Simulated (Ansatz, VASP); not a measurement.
# SiC (Moissanite 3C): VASP beside Ansatz, part 2 of 2

Wanted: the spread between two codes on one cell, functional and k mesh.  The cell comes out of the VASP series on this material, whose earlier steps may have relaxed, scaled or displaced it; both programs get it as it stands.

VASP 6.6.1 and Ansatz 0.2.0.

So far: Starting point; VASP: band structure, HSE06.

## (3) Ansatz: band structure, HSE06

Level of this step: Ansatz beside VASP: Kohn-Sham DFT, plane waves, HSE06 (Ansatz).

Ansatz runs on its default PAW (the set named soft_2) files.

The same cell, functional, mesh and smearing now go to Ansatz, which takes its cutoff from its data sets.

input.yaml

```yaml
crystal:
  lattice:
    - [0.0, 2.1775716673, 2.1775716673]
    - [2.1775716673, 0.0, 2.1775716673]
    - [2.1775716673, 2.1775716673, 0.0]
  atoms:
    - { symbol: Si, position: [0.0, 0.0, 0.0] }
    - { symbol: C, position: [0.25, 0.25, 0.25] }
hamiltonian:
  xc: { exchange: pbe, correlation: pbe, exx: { coeff: 0.25, omega: 0.2 } }
  pseudopotentials: { kind: paw }
kpoints:
  mp_grid: { grid: [5, 5, 5] }
  band_path:
    path:
      - [0.0, 0.0, 0.0]
      - [0.5, 0.0, 0.5]
      - [0.5, 0.2, 0.7]
      - [0.4, 0.35, 0.75]
      - [0.15, 0.15, 0.3]
      - [0.2, 0.2, 0.2]
      - [0.55, 0.4, 0.55]
      - [0.6, 0.25, 0.65]
      - [0.5, 0.25, 0.75]
      - [0.5, 0.5, 0.5]
      - [0.375, 0.375, 0.75]
      - [0.5, 0.0, 0.5]
    npoints: 1
scf:
  occupations: { method: gaussian, width: 0.05 }
  n_extra_bands: 7
output:
  forces: true
  stress: true
  eigenvalues: true
```

Launch:

```console
$ ansatz run input.yaml --threads 4 --pin off --max-ram 9216MiB --backend cpu --events-out ev --progress --plain --runs-dir out
```

Numbers of over 12 decimals in the logs are rounded to 6 here.

The program printed:

```text
Warning: output.stress: scf.convergence.dr2_threshold = 1e-7 eV (the SCF's general default) is looser than the 2e-10 eV advised for a printed stress (1e-10 eV for each atom of the cell: 2). What an SCF threshold leaves in a stress goes as its square root, and in the free energy as the threshold itself, and one threshold admits the most on a small cell: [figures from the program's tests cut] Set scf.convergence.dr2_threshold to 2e-10 eV or tighter. The threshold is an SCF's pass mark: one that does not reach it within its budget of iterations ends unconverged, or closes short of it on a stop that the run arms, and scf.convergence.dr2_threshold's page says what that costs each kind of run
Warning: output.stress: scf.exx.energy_threshold = 1e-6 eV is looser than the 2e-8 eV advised for a stress under a hybrid functional (1e-8 eV for each atom of the cell: 2). Every SCF of the exchange loop can meet its threshold on dr2 while the loop round them stops early: no threshold on dr2 bounds what that leaves in the stress. Set scf.exx.energy_threshold to 2e-8 eV or tighter. The threshold is the loop's pass mark: a loop that does not reach it within its budget of cycles ends unconverged, and scf.exx.energy_threshold's page has the law
scf.n_extra_bands = 7 over 4 filled bands (N_el = 8.0): the run solves 11 bands
Engine: ansatz 0.2.0, aarch64-unknown-linux-gnu
Pseudopotentials: kind: paw
Pseudopotential: Si, paw, valence charge 4, recommended cutoff 420 eV (normal), Si.paw.azcp
Pseudopotential: C, paw, valence charge 4, recommended cutoff 420 eV (normal), C.paw.azcp
Functional definition: unnamed
  parameter a_1 = 0.25
  parameter omega_1 = 0.2/angstrom
  exchange = pbe_x + (-a_1)*pbe_x_sr(omega_1) + a_1*exact_x_sr(omega_1)
  correlation = pbe_c
Crystal: 2 atoms, lattice volume = 20.651 Å³
Basis set: ecut = 420 eV, 411 PW (Γ), exchange–correlation on 48×48×48 points (8 copies of the dense FFT grid, shifted against one another)
Bands: 11, of which v1, the nominal top of the filled ones, is band 4 counted from 1 (3 counted from 0)
Symmetry: 24 space group operations
Space group: F-43m (ITA 216), of the structure as read, at distance tolerance 2.7e-5 Å
k-points: 10 of 125 (time reversal used)
Non-local potential: Si, projectors of the file, l = 0: 2, l = 1: 2, l = 2: 2
Non-local potential: C, projectors of the file, l = 0: 2, l = 1: 2, l = 2: 1
PAW form: soft (Blöchl's): semilocal exchange-correlation on the pseudo side does not see the compensation charge
PAW frozen core: Si, regenerated for the run's functional, and the local potential with it (the file was generated under x = pbe(κ = 0.804, μ = 0.219515), c = pbe(β = 0.066725))
PAW frozen core: C, regenerated for the run's functional, and the local potential with it (the file was generated under x = pbe(κ = 0.804, μ = 0.219515), c = pbe(β = 0.066725))
PAW one-centre angular grid: Si, 110 points (default); XC on 64 Gauss nodes
PAW one-centre angular grid: C, 110 points (default); XC on 64 Gauss nodes
Initial density: superposition of atomic densities (neutral atoms: chi_scale 0, normalization atom), corrected by the library's trained network
Initial wavefunctions: pseudopotential atomic-orbital guess
Functional: x = pbe(κ = 0.804, μ = 0.219515), c = pbe(β = 0.066725), warm-up for x = pbe(κ = 0.804, μ = 0.219515) + 0.25 (exact − pbe) at short range (hse, ω = 0.2 Å⁻¹), c = pbe(β = 0.066725)
SCF iter   1: F=—  HF=-887.116784 eV  |F-HF|=—  |Δ(HF+E_count)|=         —  Δρ=1.00e-3  dr2=4.74e-5  ethr=1.77e-3  ⟨swp⟩=2.0  Hψ=754  notcnv=0
preconditioner: auto → none  [insulator: Δε(μ)=1.804 eV  Ē_g=17.560 eV  σ=0.050 eV  W_gap=1.00  n_scr=0 (ndim 8)  ℏωp=23.1 eV  f_vac=0.000  D(μ)=0.00/eV (n_scr^D=0)]
SCF iter   2: F=-887.116968 eV  HF=-887.116919 eV  |F-HF|=4.96e-5  |Δ(HF+E_count)|=   1.35e-4  Δρ=4.94e-4  dr2=9.57e-6  ethr=5.92e-7  ⟨swp⟩=2.6  Hψ=164  notcnv=0  defer=2
SCF 1 stopped early in 2 iterations: F = -887.116968 eV  dr2 = 9.57e-6
  greatest PAW one-centre occupation: 0.643 electrons in one spin orbital (limit 2), on the C atom at site 1 (counted from 0), in its partial waves of l = 0
Initial density: handed on by an earlier stage of this run
Initial wavefunctions: those handed on with the density
Functional: x = pbe(κ = 0.804, μ = 0.219515) + 0.25 (exact − pbe) at short range (hse, ω = 0.2 Å⁻¹), c = pbe(β = 0.066725)
Exchange kernel: α = 0.2500, screened, ω = 0.2000 Å⁻¹, Wigner–Seitz truncation, v(0) = 1094.9991 eV·Å³, q-mesh 5×5×5, nearest image of the exchange supercell L = 15.40 Å, pair-density grid 12×12×12, without the augmentation charges, whose exchange is taken in its separable form by FFT convolution over the k-point mesh (sized by the pseudopotential files, 18×18×18 at the most), smooth part of the exact exchange by density-matrix convolution
Frozen-core exchange: fock
SCF iter   1: F=—  HF=-887.764747 eV  |F-HF|=—  |Δ(HF+E_count)|=         —  Δρ=5.68e-3  dr2=4.01e-3  ethr=1.20e-6  ⟨swp⟩=7.9  Hψ=567  notcnv=0
preconditioner: auto → none  [insulator: Δε(μ)=2.719 eV  Ē_g=19.688 eV  σ=0.050 eV  W_gap=1.00  n_scr=0 (ndim 8)  ℏωp=23.1 eV  f_vac=0.000  D(μ)=0.00/eV (n_scr^D=0)]
SCF iter   2: F=—  HF=-887.763199 eV  |F-HF|=—  |Δ(HF+E_count)|=   1.55e-3  Δρ=2.63e-3  dr2=8.72e-4  ethr=1.20e-6  ⟨swp⟩=3.4  Hψ=194  notcnv=0
SCF iter   3: F=—  HF=-887.765014 eV  |F-HF|=—  |Δ(HF+E_count)|=   1.81e-3  Δρ=6.17e-4  dr2=8.04e-5  ethr=1.20e-6  ⟨swp⟩=3.1  Hψ=192  notcnv=0
iter 4 solved again at ethr=7.70e-8 eV; its pass at ethr=9.06e-7 eV (dr2=6.16e-6 eV) is discarded
SCF iter   4: F=—  HF=-887.764990 eV  |F-HF|=—  |Δ(HF+E_count)|=   2.33e-5  Δρ=1.77e-4  dr2=8.15e-6  ethr=7.70e-8  ⟨swp⟩=2.0  Hψ=374  notcnv=0
SCF iter   5: F=-887.765003 eV  HF=-887.765003 eV  |F-HF|=4.08e-7  |Δ(HF+E_count)|=   1.27e-5  Δρ=7.85e-5  dr2=1.05e-6  ethr=7.70e-8  ⟨swp⟩=2.0  Hψ=150  notcnv=0
SCF 2 stopped early in 5 iterations: F = -887.765003 eV  dr2 = 1.05e-6
  greatest PAW one-centre occupation: 0.645 electrons in one spin orbital (limit 2), on the C atom at site 1 (counted from 0), in its partial waves of l = 0
hybrid outer 1: dexx = +2.349e-3 eV, tail = 4.17e-6 eV
Exchange kernel: α = 0.2500, screened, ω = 0.2000 Å⁻¹, Wigner–Seitz truncation, v(0) = 1094.9991 eV·Å³, q-mesh 5×5×5, nearest image of the exchange supercell L = 15.40 Å, pair-density grid 12×12×12, without the augmentation charges, whose exchange is taken in its separable form by FFT convolution over the k-point mesh (sized by the pseudopotential files, 18×18×18 at the most), smooth part of the exact exchange by density-matrix convolution
Frozen-core exchange: fock
SCF iter   1: F=—  HF=-887.764995 eV  |F-HF|=—  |Δ(HF+E_count)|=         —  Δρ=2.55e-5  dr2=1.07e-7  ethr=2.60e-7  ⟨swp⟩=5.5  Hψ=324  notcnv=0
preconditioner: auto → none  [insulator: Δε(μ)=2.752 eV  Ē_g=19.690 eV  σ=0.050 eV  W_gap=1.00  n_scr=0 (ndim 8)  ℏωp=23.1 eV  f_vac=0.000  D(μ)=0.00/eV (n_scr^D=0)]
SCF iter   2: F=-887.764995 eV  HF=-887.764995 eV  |F-HF|=4.74e-10  |Δ(HF+E_count)|=   1.87e-8  Δρ=7.31e-6  dr2=8.51e-9  ethr=1.29e-9  ⟨swp⟩=2.9  Hψ=173  notcnv=0
SCF 3 converged in 2 iterations: F = -887.764995 eV  dr2 = 8.51e-9
  Residual-converged pass: ⟨swp⟩=3.1  Hψ=190  notcnv=0  max |occ|·‖R‖ = 2.1e-6 eV (tolerance 2.4e-6 eV)  dr2=8.52e-9  dr2_onsite=3.01e-10  max |Δocc| = 0.0e0
hybrid outer 2: dexx = +2.852e-8 eV, tail = 1.81e-8 eV, Δε = 1.22e-3 eV (about 1.12e-4 eV left of the loop's levels)
NSCF: frozen V_eff on 12 k-points
hybrid SCF converged: 2 outer / 7 inner (+2 warm-up), last move |dexx| = 2.85e-8 eV, tail = 1.81e-8 eV
Stability not checked: this state was not tested for a lower state beside it, because the functional holds exact exchange (a hybrid, or Hartree-Fock), whose exchange loop this test does not read (fock_operator; see scf.lower_state_search)
Free energy (F): -887.764995 eV
Frozen-core exchange: fock
Harris-Foulkes:  -887.764995 eV  (|F-HF|=4.74e-10)
Internal energy: -887.764995 eV  (E = F + TS)
E sigma→0 (E₀):  -887.764995 eV
Fermi energy:    10.269681 eV
--- Per-component energies (eV) ---
  E_band       = 19.277940
  E_kinetic    = 135.973507
  E_local      = -103.343235  (includes V_loc(G=0)·N_el)
  E_nonlocal   = 50.547714
  E_hartree    = 32.220897
  E_xc         = -85.611096
  E_vxc        = -88.271312  (∫ρ·V_xc dr)
  E_exx        = -15.340150  (= α·E_x^exact, valence–valence)
  E_paw        = -617.165669  (= ΣΔE_a)
  E_vpaw       = -9.389709  (= ΣTr[D̂ρ^β])
  E_aug_tail   = 0.000014  (compensation charges beyond the density's cutoff)
  E_ewald      = -284.970578
  E_core_change = -0.076398  (= ΣΔE_core)
  E_smearing   = -0.000000  (= −TS)
  E_closure    = -0.000000  (closes the sum)
  Σ components = -887.764995   (vs F -887.764995, Δ=0.00e0)
--- Forces (eV/Å), atoms counted from 1 ---
  atom   1  Si     0.00000000    -0.00000000     0.00000000
  atom   2  C     -0.00000000     0.00000000     0.00000000
  max |Σ_I F_I| component: 7.40e-17 eV/Å
--- Stress (GPa, compression-positive) ---
       -0.875210       0.000000      -0.000000
       -0.000000      -0.875210       0.000000
       -0.000000       0.000000      -0.875210
  P = ⅓ Tr σ = -0.8752 GPa (-8.752 kbar)
--- Band table (eV; the first three rows and the last of 10) ---
  k-point 0: bands = [-8.1006, 8.8943, 8.8943, 8.8943, 16.4658, 17.5257, 17.5257, 17.5257, ... 3 higher]
  k-point 1: bands = [-7.2598, 5.4790, 8.4157, 8.4157, 16.3797, 18.1791, 18.1791, 19.1877, ... 3 higher]
  k-point 2: bands = [-5.0189, 0.6641, 7.8236, 7.8236, 15.6630, 17.5828, 17.5828, 20.4814, ... 3 higher]
  k-point 9: bands = [-3.2593, 1.4959, 3.6174, 5.1477, 14.9315, 18.5009, 19.1470, 22.9083, ... 3 higher]
```

It took 5.2 s on 4 threads of Arm Neoverse V2, shared host; peak memory 0.44 GiB.

The column dr2 measures how far the density is from self-consistency, as an energy; F and HF (Harris–Foulkes) agree once it is small.

## (4) Comparison

Known differences besides the PAW data sets themselves: exact exchange at q = 0 is treated differently, which shows on coarse meshes; VASP keeps PBE cores, Ansatz makes them for the functional; the cutoff is 420 eV in Ansatz and 520 eV in VASP; VASP takes a coarser grid for exact exchange (PRECFOCK = Fast). Total energies have different zeros and are not compared.

Both answers:

```
                     quantity  Ansatz   VASP  difference
gap over the path points (eV)   2.247  2.252      -0.004
```

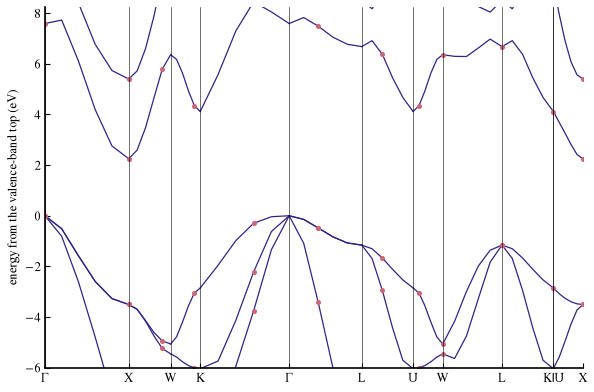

Bands from VASP (lines) and levels from Ansatz (dots). Dots without a line are higher empty bands that the VASP plot leaves out.

Levels at points of the path, from each program's valence-band top (eV; 3 filled, then empty):

```
k (reciprocal lattice)                              Ansatz                                VASP
     0.000 0.000 0.000       0.00 0.00 0.00 7.57 8.63 8.63       0.00 0.00 0.00 7.59 8.62 8.62
     0.500 0.000 0.500   -8.54 -3.50 -3.50 2.25 5.40 15.97   -8.55 -3.51 -3.51 2.25 5.40 15.98
     0.500 0.200 0.700   -7.80 -5.24 -4.94 5.79 9.40 11.58   -7.81 -5.24 -4.94 5.79 9.40 11.59
     0.400 0.350 0.750   -7.93 -6.00 -3.05 4.34 9.15 13.08   -7.95 -6.01 -3.05 4.35 9.16 13.09
     0.150 0.150 0.300    -3.76 -2.21 -0.30 8.45 8.81 9.34    -3.76 -2.22 -0.30 8.45 8.82 9.33
     0.200 0.200 0.200    -3.42 -0.48 -0.48 7.49 9.29 9.29    -3.42 -0.48 -0.48 7.49 9.28 9.28
     0.550 0.400 0.550    -8.97 -2.94 -1.66 6.37 8.83 9.76    -8.98 -2.94 -1.67 6.38 8.84 9.76
     0.600 0.250 0.650   -7.93 -6.00 -3.05 4.34 9.15 13.08   -7.95 -6.01 -3.05 4.35 9.16 13.09
     0.500 0.250 0.750  -7.68 -5.45 -5.06 6.35 10.94 11.07  -7.69 -5.46 -5.07 6.36 10.95 11.07
     0.500 0.500 0.500    -9.36 -1.16 -1.16 6.67 8.50 8.50    -9.37 -1.16 -1.16 6.68 8.50 8.50
```

Among the levels compared (up to four filled and three empty ones at each point), filled levels agree within 11 meV and empty ones within 20 meV.

## (5) Outcome

```yaml
difference_in_gap_over_the_path_points_band_structure_hse06: -0.0042 eV
```

In words: The difference in gap over the path points is -0.0042 eV (band structure, HSE06), within the 0.08 eV picked in this series as the mark of a large difference. How closely two codes agree says nothing of how well the functional describes the real material.

[Lines on the potential files, build, host, timing and source positions are cut from VASP's logs without a mark.]

[Logs are printed without paths, hosts, clocks, repeated set-up lines and the standing remarks that a program may print on its own settings, such as how far it seeks lower states.]

[Hosts, paths, dates, database ids (printed as entryN), source tags and the programs' standing remarks are cut or masked in the printed files.]
